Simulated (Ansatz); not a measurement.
**Cl₂GeH₂: density, localisation and related maps**

The calculation's input:

```
crystal:
  periodic: [false, false, false]
  atoms:
    - { symbol: Ge, position_ang: [0.0, 0.0, 0.0] }
    - { symbol: Cl, position_ang: [0.0, 0.0, 2.22] }
    - { symbol: Cl, position_ang: [2.0935, 0.0, -0.7393] }
    - { symbol: H, position_ang: [-0.73, 1.2648, -0.5162] }
    - { symbol: H, position_ang: [-0.73, -1.2648, -0.5162] }
basis:
  gaussian: { orbitals: def2-SVP }
hamiltonian:
  xc: hf
relax:
  f_tol: 0.02
  max_steps: 40
output:
  orbitals: {}
```

Launched as:

```sh
ansatz run input.yaml --threads 1 --pin off --max-ram 2048MiB --backend cpu --events-out ev --progress --plain --runs-dir out
```

The fields are those of the run's last geometry, not of the input's.

All numbers below come from RHF/def2-SVP in Ansatz.

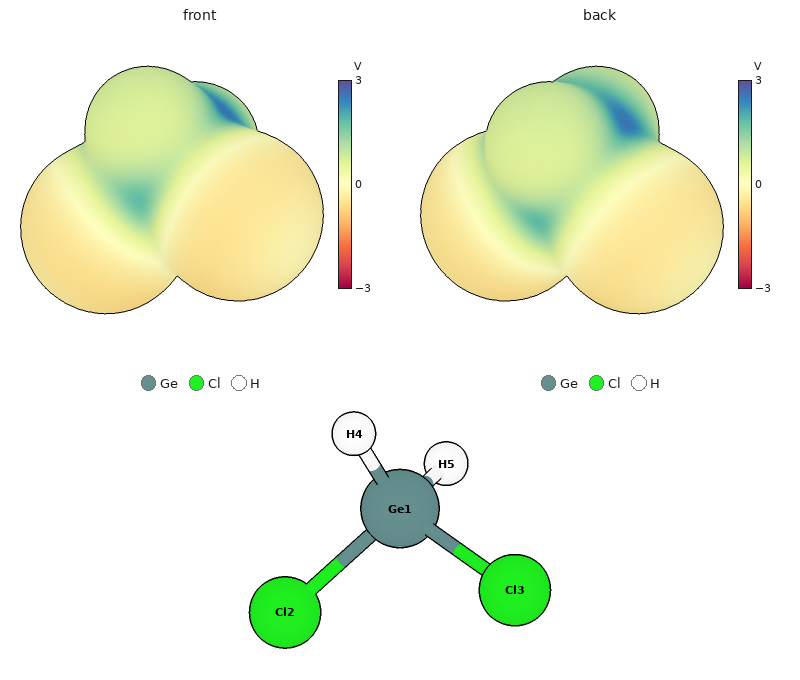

Figure 1. The electrostatic potential painted on the density surface at 0.002 e/bohr³, seen from the front and from behind; red is negative and blue positive. The bare structure is drawn below in the same view.

Describe the electrostatic potential map.

Answer. The most negative region (about −0.6 V) lies over Cl2 and Cl3, the most positive (about +2.5 V) over Ge1.

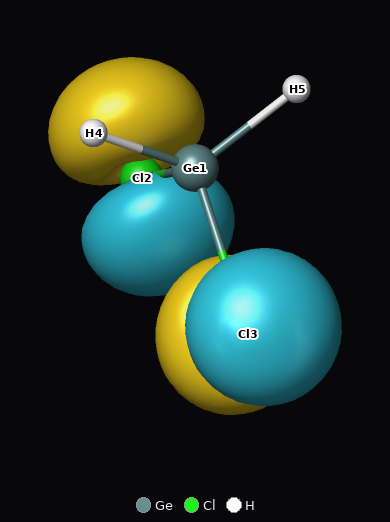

Figure 2. The HOMO−1 at ±0.15 Å⁻³ᐟ² (yellow and cyan are the two phases), seen at an oblique angle.

What is the character of this orbital?

Answer. By Hirshfeld shares it lies mainly on Cl2 (about 45 %) and Cl3 (about 45 %); largely a combination of lone pairs on Cl2 and Cl3. Its energy is −12.39 eV.

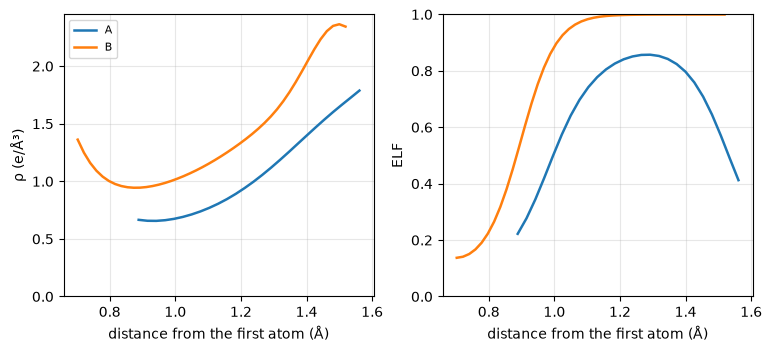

Figure 3. Total electron density and electron localisation function along straight lines between neighbouring atoms. The curves leave out the atomic cores.

Which curve belongs to which contact (Ge–Cl and Ge–H)? The first atom named is at distance zero.

Answer. Curve A: Ge–Cl (2.15 Å): ρ at the midpoint is about 0.74 e/Å³, with its minimum of 0.66 e/Å³ about 0.9 Å from Ge; the ELF peaks at about 0.85 in the valence shell of Cl, 0.9 Å from its nucleus, and is about 0.70 at the midpoint. Curve B: Ge–H (1.52 Å): ρ at the midpoint is about 1.1 e/Å³; the ELF climbs to about 1 towards the hydrogen.
